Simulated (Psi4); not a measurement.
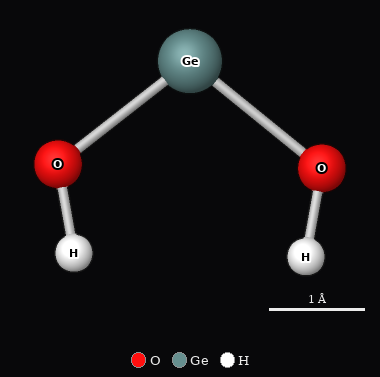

Figure 1. The structure (ball-and-stick view, seen at a tilt). Sticks mark near contacts.

## Single-point calculation, with input and output: GeH2O2

GeH2O2, computed with M06-2X/aug-cc-pVQZ, RKS (Psi4 1.11).

The geometry comes from this level: PBE0-D4/def2-TZVP.

### What the program printed
```
Psi4 1.11 release

   => Loading Basis Set <=

    Name: AUG-CC-PVQZ
    Role: ORBITAL
    Keyword: BASIS

         ---------------------------------------------------------
                                   SCF
                              RKS Reference
                        1 Threads,   1525 MiB Core
         ---------------------------------------------------------

  ==> Geometry <==

    Molecular point group: c1
    Full point group: C1

    Geometry (in Angstrom), charge = 0, multiplicity = 1:

       Center              X                  Y                   Z               Mass
    ------------   -----------------  -----------------  -----------------  -----------------
         O           -1.119505781643     0.539951248061    -0.981612898473    15.994914619570
         GE          -0.094905781643    -0.256348751939     0.251087101527    73.921177761000
         O            1.503394218357     0.497151248061    -0.034012898473    15.994914619570
         H           -0.719405781643     1.190251248061    -1.565712898473     1.007825032230
         H            1.587894218357     1.152651248061    -0.732112898473     1.007825032230

  Running in c1 symmetry.

  Rotational constants: A =      0.49551  B =      0.25836  C =      0.16982 [cm^-1]
  Rotational constants: A =  14855.11766  B =   7745.41471  C =   5090.98860 [MHz]
  Nuclear repulsion =  189.662083617986980

  Charge       = 0
  Multiplicity = 1
  Electrons    = 50
  Nalpha       = 25
  Nbeta        = 25

  ==> Algorithm <==

  SCF Algorithm Type is DF.
  DIIS enabled.
  MOM disabled.
  Fractional occupation disabled.
  Guess Type is SAD.
  Energy threshold   = 1.00e-06
  Density threshold  = 1.00e-06
  Integral threshold = 1.00e-12

  ==> Primary Basis <==

  Basis Set: AUG-CC-PVQZ
    Blend: AUG-CC-PVQZ
    Number of shells: 93
    Number of basis functions: 345
    Number of Cartesian functions: 439
    Spherical Harmonics?: true
    Max angular momentum: 4

  ==> DFT Potential <==

   => LibXC <=

    Version 7.1.2

   => Composite Functional: M06-2X <=

    Deriv               =              1
    GGA                 =           TRUE
    Meta                =           TRUE

    Exchange Hybrid     =           TRUE
    MP2 Hybrid          =          FALSE

   => Exchange Functionals <=

    1.0000   XC_HYB_MGGA_X_M06_2X

   => Exact (HF) Exchange <=

    0.5400               HF

   => Correlation Functionals <=

    1.0000   XC_MGGA_C_M06_2X

   => LibXC Density Thresholds  <==

    XC_MGGA_C_M06_2X:  1.00E-12
    XC_HYB_MGGA_X_M06_2X:  1.00E-15

   => Molecular Quadrature <=

    Radial Scheme          =       TREUTLER
    Pruning Scheme         =           NONE
    Nuclear Scheme         =       TREUTLER

    Blocking Scheme        =         OCTREE
    BS radius alpha        =              1
    Pruning alpha          =              1
    Radial Points          =             99
    Spherical Points       =            590
    Total Points           =         283584
    Total Blocks           =           2111
    Max Points             =            256
    Max Functions          =            343
    Weights Tolerance      =       1.00E-15

   => Loading Basis Set <=

    Name: DEF2-UNIVERSAL-JKFIT
    Role: JKFIT
    Keyword: DF_BASIS_SCF

  ==> Integral Setup <==

  DFHelper Memory: AOs need 0.432 GiB; user supplied 0.432 GiB.
  SCF_SUBTYPE=INCORE selected. In-core MEM_DF algorithm will be used.
  Using in-core AOs.

  ==> MemDFJK: Density-Fitted J/K Matrices <==

    J tasked:                   Yes
    K tasked:                   Yes
    wK tasked:                   No
    Memory [MiB]:               442
    Algorithm:                 Core
    Schwarz Cutoff:           1E-12
    Mask sparsity (%):       1.0502
    Fitting Condition:        1E-10

   => Auxiliary Basis Set <=

  Basis Set: DEF2-UNIVERSAL-JKFIT
    Blend: DEF2-UNIVERSAL-JKFIT
    Number of shells: 122
    Number of basis functions: 456
    Number of Cartesian functions: 597
    Spherical Harmonics?: true
    Max angular momentum: 5

  Cached 11.1% of DFT collocation blocks in 0.611 [GiB].

  Minimum eigenvalue in the overlap matrix is 3.5360572684E-05.
  Reciprocal condition number of the overlap matrix is 3.5105438011E-06.
    Using symmetric orthogonalization.

  ==> Pre-Iterations <==

  SCF Guess: Superposition of Atomic Densities via on-the-fly atomic UHF (no occupation information).

   -------------------------
    Irrep   Nso     Nmo
   -------------------------
     A        345     345
   -------------------------
    Total     345     345
   -------------------------

  ==> Iterations <==

                           Total Energy        Delta E     RMS |[F,P]|

   @DF-RKS iter SAD: -2224.51722383036076   -2.22452e+03   0.00000e+00
   @DF-RKS iter   1: -2227.60292101156165   -3.08570e+00   7.24733e-03 DIIS/ADIIS
   @DF-RKS iter   2: -2227.49316485436430    1.09756e-01   8.57694e-03 DIIS/ADIIS
   @DF-RKS iter   3: -2228.77921337866610   -1.28605e+00   1.35942e-04 DIIS/ADIIS
   @DF-RKS iter   4: -2228.78020880731947   -9.95429e-04   7.66484e-05 DIIS
   @DF-RKS iter   5: -2228.78037003860345   -1.61231e-04   4.35562e-05 DIIS
   @DF-RKS iter   6: -2228.78044225045369   -7.22119e-05   4.69852e-06 DIIS
   @DF-RKS iter   7: -2228.78044337843676   -1.12798e-06   1.08980e-06 DIIS
   @DF-RKS iter   8: -2228.78044346523620   -8.67994e-08   1.65624e-07 DIIS
  Energy and wave function converged.

  ==> Post-Iterations <==

   Electrons on quadrature grid:
      Ntotal   =   49.9999993663 ; deviation = -6.337e-07

    Orbital Energies [Eh]
    ---------------------

    Doubly Occupied:

       1A   -401.033511     2A    -50.543026     3A    -45.068891
       4A    -45.066969     5A    -45.066126     6A    -19.625461
       7A    -19.625453     8A     -6.517893     9A     -4.683554
      10A     -4.678644    11A     -4.674326    12A     -1.424190
      13A     -1.420924    14A     -1.419668    15A     -1.416460
      16A     -1.411809    17A     -1.121067    18A     -1.095659
      19A     -0.633008    20A     -0.579168    21A     -0.491807
      22A     -0.433453    23A     -0.407377    24A     -0.401475
      25A     -0.331119

    Virtual:

      26A     -0.032486    27A     -0.014960    28A      0.007451
      29A      0.012990    30A      0.023857    31A      0.033542
      32A      0.041825    33A      0.064278    34A      0.067993
      35A      0.074772    36A      0.075066    37A      0.081816
      38A      0.090229    39A      0.105562    40A      0.122528
      41A      0.126690    42A      0.134359    43A      0.137149
      44A      0.139840    45A      0.144163    46A      0.166204
      47A      0.186069    48A      0.197058    49A      0.199637
      50A      0.207906    51A      0.224078    52A      0.241250
      53A      0.241987    54A      0.244802    55A      0.258506
      56A      0.276882    57A      0.287049    58A      0.295449
      59A      0.316210    60A      0.321493    61A      0.323764
      62A      0.336089    63A      0.349789    64A      0.359519
      65A      0.362711    66A      0.367157    67A      0.387061
      68A      0.406070    69A      0.415778    70A      0.455383
      71A      0.473082    72A      0.486994    73A      0.490130
      74A      0.500541    75A      0.510761    76A      0.520971
      77A      0.532701    78A      0.547249    79A      0.556287
      80A      0.557013    81A      0.604299    82A      0.621872
      83A      0.659391    84A      0.660365    85A      0.683554
      86A      0.694164    87A      0.697261    88A      0.721087
      89A      0.742484    90A      0.751669    91A      0.760566
      92A      0.765102    93A      0.778426    94A      0.800411
      95A      0.812932    96A      0.818479    97A      0.827854
      98A      0.839272    99A      0.841528   100A      0.861057
     101A      0.887569   102A      0.899281   103A      0.919742
     104A      0.930716   105A      0.934152   106A      0.965432
     107A      0.976487   108A      0.982364   109A      1.005943
     110A      1.019339   111A      1.028566   112A      1.046522
     113A      1.060019   114A      1.069936   115A      1.091134
     116A      1.105956   117A      1.114836   118A      1.123347
     119A      1.137202   120A      1.141334   121A      1.195152
     122A      1.205408   123A      1.245313   124A      1.265914
     125A      1.287622   126A      1.359140   127A      1.391825
     128A      1.392069   129A      1.392664   130A      1.440434
     131A      1.462924   132A      1.466576   133A      1.477792
     134A      1.513474   135A      1.553735   136A      1.554230
     137A      1.571514   138A      1.583363   139A      1.585530
     140A      1.622068   141A      1.634466   142A      1.658584
     143A      1.672558   144A      1.689292   145A      1.715214
     146A      1.722562   147A      1.752670   148A      1.780392
     149A      1.789602   150A      1.792366   151A      1.815322
     152A      1.816114   153A      1.828474   154A      1.875275
     155A      1.895598   156A      1.935229   157A      1.960815
     158A      1.965912   159A      1.977154   160A      1.991610
     161A      2.003054   162A      2.010647   163A      2.012446
     164A      2.013077   165A      2.065920   166A      2.073716
     167A      2.148746   168A      2.161038   169A      2.168935
     170A      2.190487   171A      2.250464   172A      2.267823
     173A      2.271224   174A      2.348778   175A      2.381394
     176A      2.402265   177A      2.439995   178A      2.457087
     179A      2.466391   180A      2.482892   181A      2.494774
     182A      2.502840   183A      2.509775   184A      2.541873
     185A      2.576104   186A      2.589015   187A      2.622370
     188A      2.643237   189A      2.723410   190A      2.725096
     191A      2.795280   192A      2.825895   193A      2.830888
     194A      2.859741   195A      2.906739   196A      2.927131
     197A      2.966306   198A      2.967016   199A      2.985234
     200A      3.008030   201A      3.117011   202A      3.135088
     203A      3.135191   204A      3.214377   205A      3.251005
     206A      3.280377   207A      3.367777   208A      3.563404
     209A      3.564090   210A      3.620720   211A      3.643951
     212A      3.648019   213A      3.727252   214A      3.733193
     215A      3.761380   216A      3.782192   217A      3.902690
     218A      3.905040   219A      3.912114   220A      3.933685
     221A      3.952892   222A      3.961242   223A      4.031630
     224A      4.037420   225A      4.044187   226A      4.076031
     227A      4.097412   228A      4.105295   229A      4.105660
     230A      4.136045   231A      4.168715   232A      4.181403
     233A      4.235233   234A      4.306372   235A      4.330029
     236A      4.371204   237A      4.394294   238A      4.459387
     239A      4.502272   240A      4.522682   241A      4.527624
     242A      4.546866   243A      4.635561   244A      4.644287
     245A      4.646525   246A      4.660385   247A      4.739935
     248A      4.865652   249A      4.905698   250A      5.000221
     251A      5.167296   252A      5.187543   253A      5.274472
     254A      5.299171   255A      5.363101   256A      5.364811
     257A      5.462922   258A      5.549800   259A      5.750224
     260A      5.815686   261A      6.110100   262A      6.455151
     263A      6.544858   264A      6.553242   265A      6.672864
     266A      7.281379   267A      7.378904   268A      7.437398
     269A      7.445167   270A      7.448500   271A      7.476884
     272A      7.516439   273A      7.525763   274A      7.621240
     275A      7.638791   276A      7.936155   277A      8.122931
     278A      8.190473   279A      8.239013   280A      8.261453
     281A      8.350424   282A      8.373834   283A      8.390666
     284A      8.505023   285A      8.639569   286A      8.640732
     287A      9.105311   288A      9.295848   289A      9.300336
     290A      9.379186   291A      9.394094   292A      9.598774
     293A      9.654505   294A     10.207440   295A     10.209076
     296A     10.229511   297A     10.271612   298A     10.342561
     299A     10.400869   300A     10.416555   301A     10.420551
     302A     10.423138   303A     10.430346   304A     10.437968
     305A     10.470371   306A     10.698819   307A     10.722496
     308A     10.803803   309A     10.811224   310A     11.003809
     311A     11.014643   312A     11.016240   313A     11.069983
     314A     11.227921   315A     11.267789   316A     11.288984
     317A     11.305160   318A     11.365411   319A     11.411271
     320A     11.422634   321A     11.489745   322A     11.497938
     323A     11.544045   324A     11.626040   325A     11.629024
     326A     11.824317   327A     11.911281   328A     12.114897
     329A     12.127081   330A     12.219643   331A     12.289992
     332A     12.551142   333A     12.565418   334A     12.615934
     335A     12.731615   336A     13.879558   337A     13.896878
     338A     13.898177   339A     13.942671   340A     13.946821
     341A     13.961922   342A     16.303024   343A     16.308311
     344A     42.670319   345A     42.715909

    Final Occupation by Irrep:
              A
    DOCC [    25 ]
    NA   [    25 ]
    NB   [    25 ]

  @DF-RKS Final Energy: -2228.78044346523620

   => Energetics <=

    Nuclear Repulsion Energy =            189.6620836179869798
    One-Electron Energy =               -3482.0413387996813981
    Two-Electron Energy =                1109.5152847035956256
    DFT Exchange-Correlation Energy =     -45.9164729871374604
    Empirical Dispersion Energy =           0.0000000000000000
    VV10 Nonlocal Energy =                  0.0000000000000000
    Total Energy =                      -2228.7804434652362033

Computation Completed

Properties will be evaluated at   0.000000,   0.000000,   0.000000 [a0]

Properties computed using the SCF density matrix

 Multipole Moments:

 ------------------------------------------------------------------------------------
     Multipole            Electronic (a.u.)      Nuclear  (a.u.)        Total (a.u.)
 ------------------------------------------------------------------------------------

 L = 1.  Multiply by 2.5417464519 to convert [e a0] to [Debye]
 Dipole X            :         -1.5625819            1.7056874            0.1431055
 Dipole Y            :         -4.2197583            4.6044356            0.3846774
 Dipole Z            :          4.1338151           -4.5127509           -0.3789358
 Magnitude           :                                                    0.5586128

 ------------------------------------------------------------------------------------

	total time  =        132 seconds =       2.20 minutes

    Psi4 run time: 0:02:11.74
```

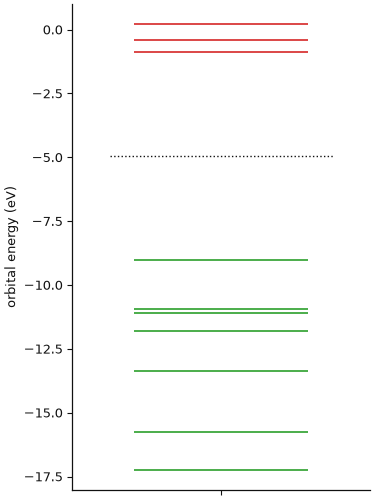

Figure 2. Orbital energies near the frontier; the dotted line parts filled from empty levels, and levels within 0.02 eV of each other stand side by side. Highest filled −9.01 eV, lowest empty −0.88 eV, 8.13 eV apart.

This output came from the following input.

### Input (input.inp)
```
memory 1600 mb

molecule {
  0 1
  O     -1.341000    -0.099500    -0.377400
  Ge    -0.316400    -0.895800     0.855300
  O      1.281900    -0.142300     0.570200
  H     -0.940900     0.550800    -0.961500
  H      1.366400     0.513200    -0.127900
  units angstrom
  symmetry c1
}

set {
  puream true
  scf_type df
  dft_radial_points 99
  dft_spherical_points 590
  df_basis_scf def2-universal-jkfit
}

result = energy("m06-2x/aug-cc-pVQZ")
```

Run as:
```bash
psi4 -n 1 input.inp input.out
```

### Key numbers

| quantity | value |
| --- | --- |
| outcome | converged |
| total energy | −2228.780443 hartree |
| basis functions | 345 |
| HOMO | −9.01 eV |
| LUMO | −0.88 eV |
| dipole moment | 1.42 D |
| hardware | 1 thread of AMD EPYC (Zen 3), 24 GiB of memory available, shared host |
| wall time | 2.2 min |
| peak memory | 1.7 GiB |
